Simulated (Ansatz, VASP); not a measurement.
## Al in two plane-wave programs

Wanted: the spread between two codes on one cell, functional and k mesh.

Program: Ansatz 0.2.0. Level of theory: plane waves, with VASP 6.6.1 beside it; relaxation of cell and atoms at PBE. Results are calculated unless marked as measured.

## Step 1: The structure

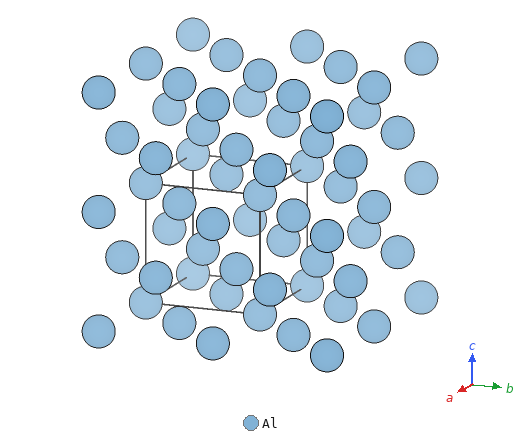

The cell as given, slightly off an axis (aluminium light blue). 2×2×2 cells are drawn. This picture shows the conventional cell, with its axes. Some periodic images of atoms are drawn too.

## Step 2: Ansatz: relaxation of cell and atoms, PBE

Ansatz runs on its default PAW (the set named soft_2) files.

The relaxed volume is the usual yardstick between codes: its relative difference is about their pressure difference at one cell divided by the bulk modulus.

File input.yaml:

```yaml
crystal:
  lattice:
    - [0.0, 2.01695, 2.01695]
    - [2.01695, 0.0, 2.01695]
    - [2.01695, 2.01695, 0.0]
  atoms:
    - { symbol: Al, position: [0.0, 0.0, 0.0] }
hamiltonian:
  xc: pbe
  pseudopotentials: { kind: paw }
kpoints:
  mp_grid: { grid: [20, 20, 20] }
scf:
  occupations: { method: methfessel_paxton, width: 0.15 }
relax:
  f_tol: 0.01
  max_steps: 60
  cell: { stress_tol: 0.05 }
output:
  forces: true
  stress: true
```

Command:

```sh
ansatz run input.yaml --threads 4 --pin off --max-ram 9216MiB --backend cpu --events-out ev --progress --plain --runs-dir out
```

Numbers of over 12 decimals in the logs are rounded to 6 here.

The log of the run:

```text
Engine: ansatz 0.2.0, aarch64-unknown-linux-gnu
Pseudopotentials: kind: paw
Pseudopotential: Al, paw, valence charge 3, recommended cutoff 420 eV (normal), Al.paw.azcp
Functional definition: PBE
  parameter kappa = 0.804
  parameter beta = 0.066725
  exchange = pbe_x(kappa = kappa, mu = beta*pi^2/3)
  correlation = pbe_c(beta = beta)
Crystal: 1 atoms, lattice volume = 16.410 Å³
Basis set: ecut = 420 eV, 331 PW (Γ), exchange–correlation on 40×40×40 points (8 copies of the dense FFT grid, shifted against one another)
Bands: 6, of which v1, the nominal top of the filled ones, is band 2 counted from 1 (1 counted from 0)
Symmetry: 48 space group operations
Space group: Fm-3m (ITA 225), of the structure as read, at distance tolerance 2.5e-5 Å
k-points: 256 of 8000
Non-local potential: Al, projectors of the file, l = 0: 2, l = 1: 2, l = 2: 1
PAW form: soft (Blöchl's): semilocal exchange-correlation on the pseudo side does not see the compensation charge
PAW one-centre angular grid: Al, 110 points (default); XC on 64 Gauss nodes
Initial density: superposition of atomic densities (neutral atoms: chi_scale 0, normalization atom), corrected by the library's trained network
Initial wavefunctions: pseudopotential atomic-orbital guess
Functional: x = pbe(κ = 0.804, μ = 0.219515), c = pbe(β = 0.066725)
SCF iter   1: F=—  HF=-537.501633 eV  |F-HF|=—  |Δ(HF+E_count)|=         —  Δρ=5.44e-4  dr2=2.25e-5  ethr=1.77e-3  ⟨swp⟩=4.7  Hψ=12783  notcnv=0
preconditioner: auto → none  [metal: Δε(μ)=0.027 eV  Ē_g=13.248 eV  σ=0.150 eV  W_gap=0.15  n_scr=0 (ndim 8)  ℏωp=15.9 eV  f_vac=0.000  D(μ)=0.48/eV (n_scr^D=0)]
SCF iter   2: F=—  HF=-537.501674 eV  |F-HF|=—  |Δ(HF+E_count)|=   4.06e-5  S|Δr|=    0.00e0  Δρ=2.87e-4  dr2=6.85e-6  ethr=7.49e-7  ⟨swp⟩=2.0  Hψ=3897  notcnv=0
SCF iter   3: F=-537.501683 eV  HF=-537.501683 eV  |F-HF|=1.39e-8  |Δ(HF+E_count)|=   9.81e-6  S|Δr|=    0.00e0  Δρ=2.27e-5  dr2=8.96e-8  ethr=3.33e-9  ⟨swp⟩=3.0  Hψ=4392  notcnv=0
SCF 1 converged in 3 iterations: F = -537.501683 eV  dr2 = 8.96e-8
  greatest PAW one-centre occupation: 0.446 electrons in one spin orbital (limit 2), on the Al atom at site 0 (counted from 0), in its partial waves of l = 0
relax step   1: F+E_penalty+E_count = -537.50168329 eV  Δ(F+E_penalty+E_count) = +0.000e0 eV  max|allowed force component| = 0.000e0 eV/Å  Δτ_max = 0.0000 Å  P = +0.358 GPa  Ω = 16.410 Å³  (3 SCF iters, dr2 threshold 1.00e-7 eV, accepted)
[...]
relax step   2: F+E_penalty+E_count = -537.50172917 eV  Δ(F+E_penalty+E_count) = -4.588e-5 eV  max|allowed force component| = 0.000e0 eV/Å  Δτ_max = 0.0000 Å  P = -0.033 GPa  Ω = 16.493 Å³  energy of the carried Pulay correction = -3.815e-5 eV  (3 SCF iters, dr2 threshold 1.00e-7 eV, accepted)
[...]
relax step   3: F+E_penalty+E_count = -537.50176730 eV  Δ(F+E_penalty+E_count) = -3.812e-5 eV  max|allowed force component| = 0.000e0 eV/Å  Δτ_max = 0.0000 Å  P = -0.030 GPa  Ω = 16.493 Å³  stress off target by 2.97e-2 GPa  SCF on the basis re-selected at this cell (its energy is not comparable with the rows above)  (3 SCF iters)
basis re-selected at this cell: Δ(F+E_penalty+E_count) = -3.812e-5 eV, ΔP = +0.003 GPa vs the last step (what re-selecting the basis moved, of the pressure what is left beyond the Pulay correction that the steps carried, after the strain that the cell walked since its last selection, with what the two solves' SCF thresholds leave and, on support functions, any second-order correction that the steps lacked; it is no measure of the basis error at this ecutwfc). This SCF's stress stands 2.97e-2 GPa from its target on what of the cell is left free (relax.cell.stress_tol is 5.00e-2 GPa) and its largest allowed force component is 0.00e0 eV/Å (relax.f_tol is 1.00e-2 eV/Å): [rest of the remark cut]
SCF converged after 3 iterations
Stability not checked: this state was not tested for a lower state beside it, because cold or Methfessel-Paxton smearing, or corrected tetrahedra, fill the levels in a way that the test cannot read (fill_not_monotonic; see scf.lower_state_search)
Free energy (F): -537.501767 eV
Harris-Foulkes:  -537.501767 eV  (|F-HF|=2.44e-11)
Internal energy: -537.501488 eV  (E = F + TS)
E sigma→0 (E₀):  -537.501697 eV
Entropy (-TS):   -0.000280 eV (-0.280 meV/atom)
Fermi energy:    8.003401 eV
--- Per-component energies (eV) ---
  E_band       = 10.576869
  E_kinetic    = 22.764885
  E_local      = 9.909040  (includes V_loc(G=0)·N_el)
  E_nonlocal   = 10.313861
  E_hartree    = 0.102482
  E_xc         = -39.732639
  E_vxc        = -28.958058  (∫ρ·V_xc dr)
  E_paw        = -467.334324  (= ΣΔE_a)
  E_vpaw       = -3.657818  (= ΣTr[D̂ρ^β])
  E_aug_tail   = -0.000002  (compensation charges beyond the density's cutoff)
  E_ewald      = -73.524790
  E_smearing   = -0.000280  (= −TS)
  E_closure    = 0.000000  (closes the sum)
  Σ components = -537.501767   (vs F -537.501767, Δ=0.00e0)
--- Forces (eV/Å), atoms counted from 1 ---
  atom   1  Al     0.00000000     0.00000000    -0.00000000
  max |Σ_I F_I| component: 2.26e-32 eV/Å
--- Stress (GPa, compression-positive) ---
       -0.029729      -0.000000       0.000000
        0.000000      -0.029729       0.000000
        0.000000       0.000000      -0.029729
  P = ⅓ Tr σ = -0.0297 GPa (-0.297 kbar)
--- Relaxed structure (2 steps of the walk, 2 accepted, 1 SCFs on fresh bases) ---
  F+E_penalty+E_count = -537.50176730 eV   max|allowed force component| = 0.000e0 eV/Å   (the final SCF, on the basis selected at the relaxed cell)
  cell:  # Å, volume = 16.4934 Å³
    - [0, 2.020351, 2.020351]
    - [2.020351, 0.0, 2.020351]
    - [2.020351, 2.020351, 0]
  atoms:
    - { symbol: Al, position: [0.0, 0.0, 0.0] }
```

The job ended after 1.3 s (4 threads of Arm Neoverse V1, shared host; peak memory 0.29 GiB).

## Step 3: VASP: relaxation of cell and atoms, PBE

The same cell, functional, mesh and smearing now go to VASP, with its own data sets and cutoff.

Lines of VASP's logs that name or quote its potential files are left out, and so is its time.

File INCAR:

```
SYSTEM = Al
PREC = Accurate
ENCUT = 520
EDIFF = 1E-07
NELM = 100
ISMEAR = 1
SIGMA = 0.15
LREAL = .FALSE.
ALGO = Normal
GGA = PE
NBANDS = 7
LORBIT = 11
LWAVE = .FALSE.
LCHARG = .FALSE.
KPAR = 4
IBRION = 2
NSW = 50
ISIF = 3
EDIFFG = -0.005
LASPH = .TRUE.
```

File POSCAR:

```
Al
1.0
    0.0000000000      2.0169500000      2.0169500000
    2.0169500000      0.0000000000      2.0169500000
    2.0169500000      2.0169500000      0.0000000000
Al
1
Direct
    0.0000000000      0.0000000000      0.0000000000
```

File KPOINTS:

```
Automatic mesh
0
Gamma
20 20 20
0 0 0
```

PAW data sets: Al (PBE family, release 64).

Command:

```sh
mpirun -np 4 vasp_std
```

The log of the run:

```text
[banner, memory and clock lines left out]
running    4 mpi-ranks, on    1 nodes
 distrk:  each k-point on    1 cores,    4 groups
 distr:  one band on    1 cores,    1 groups

 POSCAR found type information on POSCAR Al
 POSCAR found :  1 types and       1 ions
 LDA part: xc-table for (Slater+PW92), standard interpolation
 POSCAR, INCAR and KPOINTS ok, starting setup
 FFT: planning ... GRIDC
 FFT: planning ... GRID_SOFT
 FFT: planning ... GRID
 WAVECAR not read
 entering main loop
       N       E                     dE             d eps       ncg     rms          rms(c)
DAV:   1    -0.226077065306E+01   -0.22608E+01   -0.87299E+02  3605   0.235E+02
DAV:   2    -0.375818055352E+01   -0.14974E+01   -0.14397E+01  4760   0.213E+01
DAV:   3    -0.376788127602E+01   -0.97007E-02   -0.96899E-02  4949   0.192E+00
DAV:   4    -0.376790007817E+01   -0.18802E-04   -0.18801E-04  5446   0.760E-02
DAV:   5    -0.376790013555E+01   -0.57386E-07   -0.56585E-07  4970   0.229E-03    0.131E+00
DAV:   6    -0.375470816123E+01    0.13192E-01   -0.16565E-03  4851   0.221E-01    0.762E-01
DAV:   7    -0.374511124713E+01    0.95969E-02   -0.49654E-03  4438   0.358E-01    0.147E-01
DAV:   8    -0.374510625186E+01    0.49953E-05   -0.15661E-05  5383   0.319E-02    0.773E-03
DAV:   9    -0.374510474337E+01    0.15085E-05   -0.83740E-07  5005   0.456E-03    0.723E-04
DAV:  10    -0.374510435378E+01    0.38959E-06   -0.37638E-09  5082   0.471E-04    0.241E-04
DAV:  11    -0.374510431572E+01    0.38058E-07   -0.13155E-10  2688   0.750E-05
   1 F= -.37451043E+01 E0= -.37450058E+01  d E =-.374510E+01
 curvature:   0.00 expect dE= 0.000E+00 dE for cont linesearch  0.000E+00
 trial: gam= 0.00000 g(F)=  0.344E-66 g(S)=  0.154E-03 ort = 0.000E+00 (trialstep = 0.100E+01)
 search vector abs. value=  0.154E-03
 bond charge predicted
       N       E                     dE             d eps       ncg     rms          rms(c)
DAV:   1    -0.374517876799E+01   -0.74414E-04   -0.10988E-03  4536   0.149E-01    0.260E-02
DAV:   2    -0.374517350825E+01    0.52597E-05   -0.64199E-06  4690   0.208E-02    0.107E-02
DAV:   3    -0.374516955285E+01    0.39554E-05   -0.10725E-06  4620   0.477E-03    0.282E-03
DAV:   4    -0.374516924315E+01    0.30970E-06   -0.67036E-08  4522   0.117E-03    0.191E-03
DAV:   5    -0.374516921976E+01    0.23382E-07   -0.64417E-10  2030   0.189E-04
   2 F= -.37451692E+01 E0= -.37450739E+01  d E =-.649040E-04
 trial-energy change:   -0.000065  1 .order   -0.000066   -0.000154    0.000021
 step:   0.8735(harm=  0.8789)  dis= 0.00000  next Energy=    -3.745171 (dE=-0.662E-04)
 reached required accuracy - stopping structural energy minimisation
```

Parts of OUTCAR (step 3):

```text
ion  position               nearest neighbor table
   1  0.000  0.000  0.000-

  LATTYP: Found a face centered cubic cell.
 ALAT       =     4.0339000000

 Subroutine GETGRP returns: Found 48 space group operations
 (whereof 48 operations were pure point group operations)

The static configuration has the point symmetry O_h .

 Found    256 irreducible k-points:

   k-points           NKPTS =    256   k-points in BZ     NKDIM =    256   number of bands    NBANDS=      7

   dimension x,y,z NGX =    24 NGY =   24 NGZ =   24
   dimension x,y,z NGXF=    48 NGYF=   48 NGZF=   48

   ENCUT  =  520.0 eV  38.22 Ry    6.18 a.u.   5.30  5.30  5.30*2*pi/ulx,y,z

   NELECT =       3.0000    total number of electrons

 k-points in reciprocal lattice and weights: Automatic mesh
   0.00000000  0.00000000  0.00000000       0.000
   0.05000000  0.00000000  0.00000000       0.001
   0.10000000  0.00000000  0.00000000       0.001
   0.15000000  0.00000000  0.00000000       0.001
   0.20000000  0.00000000  0.00000000       0.001
   0.25000000  0.00000000  0.00000000       0.001
   0.30000000  0.00000000  0.00000000       0.001
   0.35000000  0.00000000  0.00000000       0.001
   0.40000000  0.00000000  0.00000000       0.001
[...]
-0.30000000  0.50000000  0.20000000       0.002
  -0.25000000  0.50000000  0.25000000       0.001

 average (electrostatic) potential at core
       1 -72.6203

 E-fermi :   8.0652

 k-point     1 :       0.0000    0.0000    0.0000
  band No.  band energies     occupation
      1      -3.1321      2.00000
      2      20.6306      0.00000
      3      20.6306      0.00000
      4      20.6306      0.00000
      5      22.1279      0.00000
      6      22.1279      0.00000
    ...

 k-point     2 :       0.0500    0.0000    0.0000
  band No.  band energies     occupation
      1      -3.0641      2.00000
      2      19.3246      0.00000
      3      20.3679      0.00000
      4      20.3679      0.00000
      5      22.4969      0.00000
      6      22.4969      0.00000
    ...

 k-point     3 :       0.1000    0.0000    0.0000
  band No.  band energies     occupation
      1      -2.8603      2.00000
      2      17.3410      0.00000
      3      19.9082      0.00000
      4      19.9082      0.00000
      5      22.7822      0.00000
      6      23.2578      0.00000
    ...

  Total       -0.0044928     -0.0044928     -0.0044928      0.0000000     -0.0000000      0.0000000
  in kB       -0.4365829     -0.4365829     -0.4365829      0.0000000     -0.0000000      0.0000000
  external PRESSURE =      -0.4365829 kB  Pullay stress =       0.0000000 kB

  energy-cutoff  :      520.00
  volume of cell :       16.49
      direct lattice vectors                 reciprocal lattice vectors
     0.000000000  2.020122650  2.020122650    -0.247509724  0.247509724  0.247509724
     2.020122650 -0.000000000  2.020122650     0.247509724 -0.247509724  0.247509724
     2.020122650  2.020122650  0.000000000     0.247509724  0.247509724 -0.247509724

 POSITION                                       TOTAL-FORCE (eV/Angst)
 -----------------------------------------------------------------------------------
      2.02012      4.04025      2.02012         0.000000     -0.000000     -0.000000
 -----------------------------------------------------------------------------------
    total drift:                                0.000000      0.000000     -0.000000

  FREE ENERGIE OF THE ION-ELECTRON SYSTEM (eV)
  ---------------------------------------------------
  free  energy   TOTEN  =        -3.7451692198 eV

  energy  without entropy=       -3.7448831869  energy(sigma->0) =       -3.74507388

 reached required accuracy - stopping structural energy minimisation

 total charge
# of ion       s       p       d       tot
------------------------------------------
    1        0.429   0.338   0.000   0.767

[... 3 further parts left out ...]
```

CONTCAR:

```
Al
   1.00000000000000
     0.0000000000000000    2.0201226504554848    2.0201226504554848
     2.0201226504554848   -0.0000000000000000    2.0201226504554848
     2.0201226504554848    2.0201226504554848    0.0000000000000000
  Al
     1
Direct
     1.0000000000000000    0.0000000000000000    1.0000000000000000
```

## Step 4: Comparison

Known differences besides the PAW data sets themselves: both relaxations stop at a tolerance, which leaves soft axes loose, and VASP keeps its plane-wave basis; the cutoff is 420 eV in Ansatz and 520 eV in VASP; Ansatz adds a Pulay correction to the stress that steers its cell, VASP none. Total energies have different zeros and are not compared.

Compared:

```tsv
quantity	Ansatz	VASP	difference
volume (Å³)	16.49	16.49	+0.03 %
edge a after relaxation, in the typed setting (Å)	2.857	2.857	+0.01 %
```

The walks stopped with -0.03 GPa left in Ansatz and -0.04 GPa in VASP; each walk ends within a tolerance, so the volume difference is uncertain by about these residues over the bulk modulus, most in soft cells.

## Step 5: Results

* difference in volume (relaxation of cell and atoms, PBE): 0.034 %

What this shows: The difference in volume is 0.034 % (relaxation of cell and atoms, PBE), within the 1.2 % picked in this series as the mark of a large difference, as far as the stopping tolerances let one tell. Differences of this kind measure data sets and numerical settings, not the functional's error against experiment.

[Lines on the potential files, build, host, timing and source positions are cut from VASP's logs without a mark.]

[Logs are printed without paths, hosts, clocks, repeated set-up lines and the standing remarks that a program may print on its own settings, such as how far it seeks lower states.]

[Hosts, paths, dates, database ids (printed as entryN), source tags and the programs' standing remarks are cut or masked in the printed files.]
